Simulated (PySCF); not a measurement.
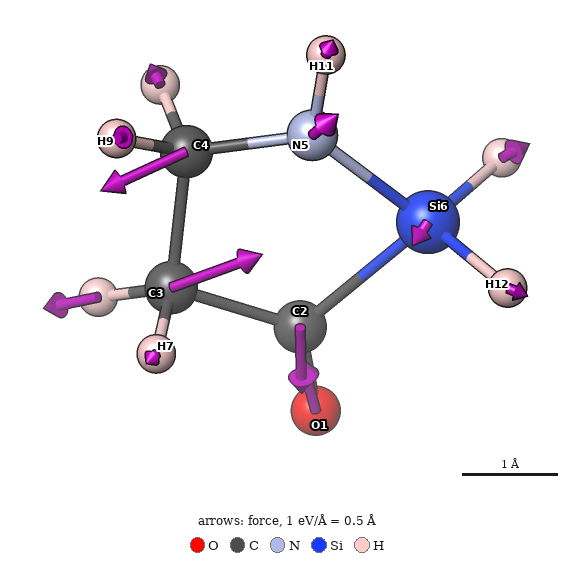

Starting geometry of C$_{3}$H$_{7}$NOSi with the computed forces as purple arrows. The picture is a ball-and-stick view, seen at a tilt.

The start comes from GFN2-xTB. Its atoms were then displaced at random by about 0.01 Å.

Theory: PBE0-D3(BJ)/def2-SVP geometry optimisation, gas phase (PySCF). 

Q: Is this structure relaxed? If not, where do the atoms go?

A: It isn't relaxed: the largest force vector, on a C atom, is 2.26 eV/Å. The final displacements follow the starting forces only in part (cosine between the two patterns 0.38). An H atom moves most after the best rigid fit: 0.098 Å. By element the largest moves are H 0.098 Å, O 0.048 Å, C 0.039 Å, N 0.033 Å, Si 0.008 Å. Some distances before and after: C–N 1.414 → 1.458 Å, H–Si 1.455 → 1.498 Å, C–H 1.057 → 1.100 Å, N–Si 1.706 → 1.731 Å. Bond angles that change, for instance: H–Si–H 113.0° → 107.7°, N–Si–H 110.8° → 114.1°, H–C–H 110.5° → 107.6°. After 9 geometry steps the energy has fallen by 0.174 eV. Cost: 66 s on 1 thread of Arm Neoverse V1, with other jobs on the host.
